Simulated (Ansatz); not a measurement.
# AlH$_{2}$OF$_{3}$: nudged elastic band

System: AlH$_{2}$OF$_{3}$.
Method: RHF/6-31G* (Ansatz 0.2.0).

It belongs to a series of runs on one base structure; here: band between the two ends. Figures and captions count atoms from 1; the log counts them from 0 in places.

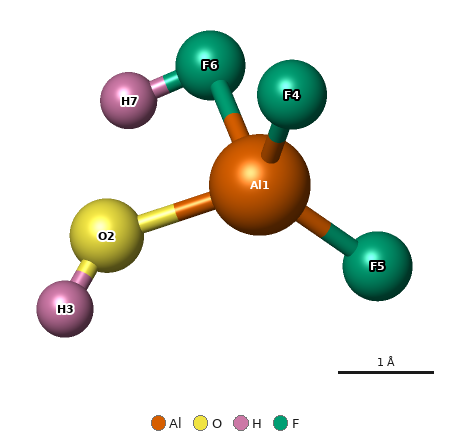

**Figure 1.** The structure as given in the input (ball-and-stick view, seen at a tilt; atoms are numbered from 1 in the order of the input). Sticks mark near contacts.

Input:
```yaml
crystal:
  periodic: [false, false, false]
  atoms:
    - { symbol: Al, position_ang: [-0.072287, 0.106939, 0.150392] }
    - { symbol: O, position_ang: [-0.252216, -0.045505, 1.850777] }
    - { symbol: H, position_ang: [-0.54091, -0.779341, 2.36699] }
    - { symbol: F, position_ang: [1.350419, -0.284703, -0.55112] }
    - { symbol: F, position_ang: [-1.401488, 0.070581, -0.800621] }
    - { symbol: F, position_ang: [0.141754, 1.982811, 0.654575] }
    - { symbol: H, position_ang: [0.013728, 1.807716, 1.569808] }
basis:
  gaussian: { orbitals: "6-31G*" }
hamiltonian:
  xc: hf
neb:
  order_check: false
  images: 7
  f_tol: 0.03
  max_iterations: 60
  final_atoms:
    - { symbol: Al, position_ang: [0.04829288, 0.48098261, -0.07970803] }
    - { symbol: O, position_ang: [-0.06546027, 0.15423368, 1.84909127] }
    - { symbol: H, position_ang: [-0.83488891, -0.34576991, 2.10821313] }
    - { symbol: F, position_ang: [1.4012005, -0.28919749, -0.58339793] }
    - { symbol: F, position_ang: [-1.39483798, -0.21202546, -0.45631298] }
    - { symbol: F, position_ang: [0.10921045, 2.12091508, 0.02915874] }
    - { symbol: H, position_ang: [-0.02451669, 0.94935948, 2.37375681] }
  initial_path:
    images:
      - { positions_ang: [[-0.072287, 0.106939, 0.150392], [-0.252216, -0.045505, 1.850777], [-0.54091, -0.779341, 2.36699], [1.350419, -0.284703, -0.55112], [-1.401488, 0.070581, -0.800621], [0.141754, 1.982811, 0.654575], [0.013728, 1.807716, 1.569808]] }
      - { positions_ang: [[-0.05289116, 0.08077721, 0.11267935], [-0.19064914, -0.03492973, 1.9204589], [-0.63475328, -0.65661988, 2.3905096], [1.38112151, -0.2112083, -0.62276634], [-1.41454457, 0.05285284, -0.81376142], [0.1275566, 1.95894553, 0.64901542], [0.02316005, 1.66868032, 1.60466549]] }
      - { positions_ang: [[-0.03349532, 0.05461542, 0.0749667], [-0.12908228, -0.02435445, 1.99014081], [-0.72859657, -0.53389876, 2.4140292], [1.41182401, -0.1377136, -0.69441269], [-1.42760114, 0.03512468, -0.82690183], [0.1133592, 1.93508007, 0.64345583], [0.0325921, 1.52964464, 1.63952298]] }
      - { positions_ang: [[-0.01409948, 0.02845363, 0.03725404], [-0.06751543, -0.01377918, 2.05982271], [-0.82243985, -0.41117765, 2.43754881], [1.44252652, -0.0642189, -0.76605903], [-1.44065772, 0.01739653, -0.84004225], [0.09916181, 1.9112146, 0.63789625], [0.04202415, 1.39060896, 1.67438047]] }
      - { positions_ang: [[0.00529635, 0.00229185, -0.00045861], [-0.00594857, -0.00320391, 2.12950462], [-0.91628313, -0.28845653, 2.46106841], [1.47322902, 0.0092758, -0.83770538], [-1.45371429, -0.00033163, -0.85318266], [0.08496441, 1.88734914, 0.63233667], [0.0514562, 1.25157328, 1.70923795]] }
      - { positions_ang: [[0.01604549, 0.12196454, -0.02027096], [-0.02082649, 0.03615549, 2.05940128], [-0.89593458, -0.30278487, 2.37285459], [1.45522189, -0.06534252, -0.77412852], [-1.43899521, -0.05325509, -0.75396524], [0.09102592, 1.94574062, 0.48154219], [0.03246298, 1.17601983, 1.87536767]] }
      - { positions_ang: [[0.02679462, 0.24163723, -0.04008332], [-0.03570442, 0.07551489, 1.98929794], [-0.87558602, -0.31711322, 2.28464077], [1.43721476, -0.13996084, -0.71055165], [-1.42427613, -0.10617854, -0.65474782], [0.09708743, 2.00413211, 0.3307477], [0.01346976, 1.10046638, 2.04149738]] }
      - { positions_ang: [[0.03754375, 0.36130992, -0.05989567], [-0.05058234, 0.11487428, 1.9191946], [-0.85523747, -0.33144156, 2.19642695], [1.41920763, -0.21457917, -0.64697479], [-1.40955706, -0.159102, -0.5555304], [0.10314894, 2.06252359, 0.17995322], [-0.00552346, 1.02491293, 2.2076271]] }
      - { positions_ang: [[0.04829288, 0.48098261, -0.07970803], [-0.06546027, 0.15423368, 1.84909127], [-0.83488891, -0.34576991, 2.10821313], [1.4012005, -0.28919749, -0.58339793], [-1.39483798, -0.21202546, -0.45631298], [0.10921045, 2.12091508, 0.02915874], [-0.02451669, 0.94935948, 2.37375681]] }
```

Run on 1 thread of Arm Neoverse V2, 24 GiB of memory available, shared host.

Launched with:
```bash
ansatz run input.yaml --threads 1 --pin off --max-ram 2048MiB --backend cpu --events-out ev --progress --plain --runs-dir out
```

What the program printed:
```
Engine: ansatz 0.2.0, aarch64-unknown-linux-gnu
Functional definition: HF
  exchange = exact_x
  correlation = 0
774 factors; integrals over basis functions are off by at most 3.2e-4 eV
mean field evaluation 1: about -16770.8708 eV, gradient 5.0e1 eV
mean field evaluation 2: about -16770.9134 eV, gradient 5.0e1 eV
mean field evaluation 4: about -16774.9766 eV, gradient 2.1e0 eV
mean field evaluation 8: about -16774.9947 eV, gradient 2.1e-1 eV
mean field -16774.99480828 eV, -616.4696887044 hartree, gradient 1.0e-5 eV, S^2 0.000000; 0 other end points of the search recorded, 0 dependent functions left out
the calculation of the forces begins
reference -16774.99480828 eV, -616.4696887044 hartree; 25, 25 occupied and 58, 58 virtual orbitals, 774 factors
774 factors; integrals over basis functions are off by at most 5.4e-4 eV
mean field evaluation 16: about -16776.2331 eV, gradient 2.1e0 eV
mean field -16776.24998592 eV, -616.5158156321 hartree, gradient 9.8e-6 eV, S^2 0.000000; 0 other end points of the search recorded, 0 dependent functions left out
[... from here on the field's lines of each further geometry are left out, up to the last ...]
NEB iter   1: max|band force component| = 4.368e0 eV/Å  barrier→ = 1.6472 eV  barrier← = 2.9024 eV  Δτ_max = 0.2000 Å  (286 SCF iters)
NEB iter   2: max|band force component| = 2.215e0 eV/Å  barrier→ = 0.3316 eV  barrier← = 1.5867 eV  Δτ_max = 0.1514 Å  (207 SCF iters)
NEB iter   3: max|band force component| = 2.045e0 eV/Å  barrier→ = 0.1322 eV  barrier← = 1.3874 eV  Δτ_max = 0.1127 Å  (210 SCF iters)
NEB iter   4: max|band force component| = 9.937e-1 eV/Å  barrier→ = 0.1060 eV  barrier← = 1.3612 eV  Δτ_max = 0.1184 Å  (208 SCF iters)
NEB iter   5: max|band force component| = 4.203e-1 eV/Å  barrier→ = 0.1043 eV  barrier← = 1.3595 eV  CI = image 3  Δτ_max = 0.0371 Å  (209 SCF iters)
NEB iter   6: max|band force component| = 2.087e-1 eV/Å  barrier→ = 0.1049 eV  barrier← = 1.3601 eV  CI = image 3  Δτ_max = 0.0274 Å  (201 SCF iters)
NEB iter   7: max|band force component| = 6.562e-2 eV/Å  barrier→ = 0.1046 eV  barrier← = 1.3598 eV  CI = image 3  Δτ_max = 0.0140 Å  (213 SCF iters)
NEB iter   8: max|band force component| = 7.101e-2 eV/Å  barrier→ = 0.1043 eV  barrier← = 1.3595 eV  CI = image 3  Δτ_max = 0.0062 Å  (182 SCF iters)
NEB iter   9: max|band force component| = 3.506e-2 eV/Å  barrier→ = 0.1042 eV  barrier← = 1.3594 eV  CI = image 3  Δτ_max = 0.0040 Å  (170 SCF iters)
the calculation of the forces begins
reference -16776.23251120 eV, -616.5151734476 hartree; 25, 25 occupied and 58, 58 virtual orbitals, 774 factors
774 factors; integrals over basis functions are off by at most 7.4e-4 eV
mean field evaluation 608: about -16771.2214 eV, gradient 4.8e1 eV
mean field -16774.89060803 eV, -616.4658594158 hartree, gradient 1.3e-5 eV, S^2 0.000000; 1 other end points of the search recorded, 0 dependent functions left out
the calculation of the forces begins
reference -16774.89060803 eV, -616.4658594158 hartree; 25, 25 occupied and 58, 58 virtual orbitals, 774 factors
NEB iter  10: max|band force component| = 2.106e-2 eV/Å  barrier→ = 0.1042 eV  barrier← = 1.3594 eV  CI = image 3  Δτ_max = 0.0000 Å  (389 SCF iters)
```

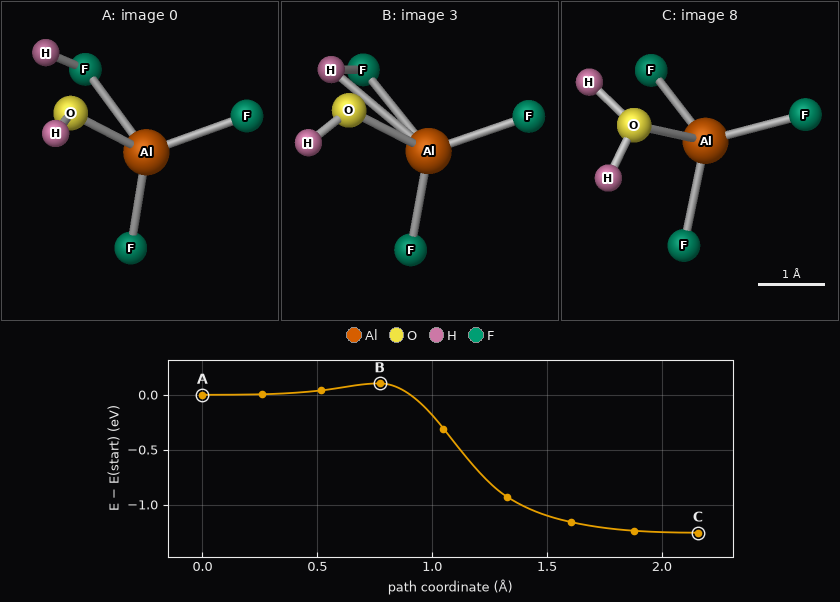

**Figure 2.** Images of the last band (counted from 0; ball-and-stick, seen at a tilt) above the energy along the path; the line is a cubic interpolation that uses the forces. The highest image is number 3, 0.104 eV above the start and 1.359 eV above the end (the climbing image); the end lies 1.255 eV below the start. The path is 2.16 Å long. The band converged in 10 iterations.

```
Total energy: -16774.89060803 eV, -616.4658594158 hartree
Atom 0 at    -0.001155     0.196801     0.068648 Å, force    -0.005316     0.002147     0.003629 eV/Å
Atom 1 at    -0.081070     0.017953     1.841357 Å, force    -0.013941    -0.003861     0.010002 eV/Å
Atom 2 at    -0.742479    -0.425590     2.352825 Å, force     0.015357     0.011654    -0.012316 eV/Å
Atom 3 at     1.399328    -0.191606    -0.664882 Å, force     0.000152     0.000719    -0.001183 eV/Å
Atom 4 at    -1.412186    -0.029388    -0.719177 Å, force     0.002654    -0.000885    -0.002357 eV/Å
Atom 5 at     0.099470     1.930749     0.740389 Å, force     0.000063    -0.004543    -0.001202 eV/Å
Atom 6 at    -0.022909     1.359579     1.621642 Å, force     0.001031    -0.005229     0.003427 eV/Å
Dipole moment:    -0.279557     0.033319     0.668020 e Å
this run last wrote the band of iteration 10 to [file]
```

The last band as extended XYZ (Å, eV, eV/Å):
```
7
Properties=species:S:1:pos:R:3:forces:R:3 image=0 energy=-16774.99481
Al   -0.0723    0.1069    0.1504    0.0016   0.0028  -0.0152
O    -0.2522   -0.0455    1.8508   -0.0068  -0.0062   0.0055
H    -0.5409   -0.7793    2.3670    0.0037   0.0043   0.0028
F     1.3504   -0.2847   -0.5511    0.0001  -0.0005   0.0031
F    -1.4015    0.0706   -0.8006    0.0014   0.0008   0.0039
F     0.1418    1.9828    0.6546   -0.0014   0.0025  -0.0031
H     0.0137    1.8077    1.5698    0.0015  -0.0037   0.0030
7
Properties=species:S:1:pos:R:3:forces:R:3 image=1 energy=-16774.98969
Al   -0.0414    0.1056    0.1413   -0.0016  -0.0070   0.0088
O    -0.1571   -0.0695    1.8516   -0.0165  -0.0077   0.0038
H    -0.6879   -0.6742    2.3436    0.0152  -0.0273  -0.0042
F     1.3705   -0.2188   -0.6106   -0.0041  -0.0055   0.0066
F    -1.4132    0.0090   -0.7422   -0.0005   0.0062  -0.0041
F     0.1401    1.9761    0.6757    0.0050   0.0054  -0.0139
H     0.0280    1.7303    1.5814    0.0025   0.0359   0.0031
7
Properties=species:S:1:pos:R:3:forces:R:3 image=2 energy=-16774.95533
Al   -0.0191    0.1286    0.1118   -0.0098  -0.0591   0.0498
O    -0.1018   -0.0513    1.8429   -0.0149  -0.0578  -0.0202
H    -0.7452   -0.5272    2.3425   -0.0088  -0.1062   0.0036
F     1.3865   -0.1914   -0.6492   -0.0095   0.0054   0.0121
F    -1.4142   -0.0170   -0.7244   -0.0041   0.0097  -0.0057
F     0.1188    1.9577    0.7209    0.0135   0.0190   0.0036
H     0.0140    1.5591    1.5962    0.0335   0.1890  -0.0432
7
Properties=species:S:1:pos:R:3:forces:R:3 image=3 energy=-16774.89061
Al   -0.0012    0.1968    0.0686   -0.0053   0.0021   0.0036
O    -0.0811    0.0180    1.8414   -0.0139  -0.0039   0.0100
H    -0.7425   -0.4256    2.3528    0.0154   0.0117  -0.0123
F     1.3993   -0.1916   -0.6649    0.0002   0.0007  -0.0012
F    -1.4122   -0.0294   -0.7192    0.0027  -0.0009  -0.0024
F     0.0995    1.9307    0.7404    0.0001  -0.0045  -0.0012
H    -0.0229    1.3596    1.6216    0.0010  -0.0052   0.0034
7
Properties=species:S:1:pos:R:3:forces:R:3 image=4 energy=-16775.30138
Al    0.0113    0.2901    0.0209    0.1186   0.9224  -0.4795
O    -0.0662    0.0836    1.8488    0.1010   0.7089   0.0961
H    -0.7286   -0.3844    2.3511    0.0615   0.5334  -0.0054
F     1.4046   -0.1914   -0.6685    0.0343  -0.1595   0.0100
F    -1.4110   -0.0462   -0.7086    0.0082  -0.1321   0.1021
F     0.0927    1.9363    0.6551    0.0383   0.0378  -0.9247
H    -0.0639    1.1706    1.7421   -0.3619  -1.9108   1.2014
7
Properties=species:S:1:pos:R:3:forces:R:3 image=5 energy=-16775.92310
Al    0.0247    0.3698   -0.0374    0.0659   0.4614  -0.3036
O    -0.0532    0.1010    1.8566    0.0505  -0.0009   0.0271
H    -0.7339   -0.3353    2.3586   -0.0314   0.1488  -0.0303
F     1.4076   -0.2302   -0.6578    0.0059  -0.1183   0.0095
F    -1.4060   -0.0919   -0.6828    0.0189  -0.1015   0.0939
F     0.0938    1.9695    0.4984    0.0318   0.1723  -0.6869
H    -0.0939    1.0755    1.9052   -0.1416  -0.5620   0.8903
7
Properties=species:S:1:pos:R:3:forces:R:3 image=6 energy=-16776.15248
Al    0.0314    0.4192   -0.0725    0.0114   0.1044  -0.0565
O    -0.0582    0.1205    1.8548   -0.0138   0.0058  -0.0088
H    -0.7447   -0.3513    2.3156   -0.0196  -0.0571  -0.0909
F     1.3983   -0.2714   -0.6402   -0.0133  -0.0404   0.0199
F    -1.4033   -0.1347   -0.6376    0.0079  -0.0423   0.0644
F     0.1064    2.0277    0.3310    0.0240   0.0964  -0.2575
H    -0.0909    1.0485    2.0897    0.0033  -0.0668   0.3293
7
Properties=species:S:1:pos:R:3:forces:R:3 image=7 energy=-16776.23251
Al    0.0383    0.4555   -0.0816    0.0034   0.0243  -0.0003
O    -0.0623    0.1492    1.8501   -0.0044   0.0088  -0.0012
H    -0.7623   -0.3806    2.2203   -0.0092  -0.0228  -0.0569
F     1.3892   -0.2977   -0.6119   -0.0055  -0.0066   0.0121
F    -1.4039   -0.1678   -0.5560    0.0014  -0.0115   0.0395
F     0.1213    2.0834    0.1704    0.0091   0.0299  -0.0832
H    -0.0812    1.0165    2.2494    0.0054  -0.0222   0.0900
7
Properties=species:S:1:pos:R:3:forces:R:3 image=8 energy=-16776.24999
Al    0.0483    0.4810   -0.0797    0.0163  -0.0087  -0.0138
O    -0.0655    0.1542    1.8491   -0.0092   0.0055  -0.0043
H    -0.8349   -0.3458    2.1082   -0.0171  -0.0248  -0.0061
F     1.4012   -0.2892   -0.5834   -0.0170   0.0143   0.0022
F    -1.3948   -0.2120   -0.4563    0.0125   0.0092   0.0108
F     0.1092    2.1209    0.0292   -0.0038  -0.0226   0.0061
H    -0.0245    0.9494    2.3738    0.0184   0.0271   0.0052
```

Summary:

```json
{"quantity": "outcome", "value": "converged"}
{"quantity": "barrier, forward", "value": "0.104 eV"}
{"quantity": "barrier, backward", "value": "1.359 eV"}
{"quantity": "wall time", "value": "78 s"}
{"quantity": "peak memory", "value": "0.14 GiB"}
```

Remarks:

The order of the saddle point was not checked.
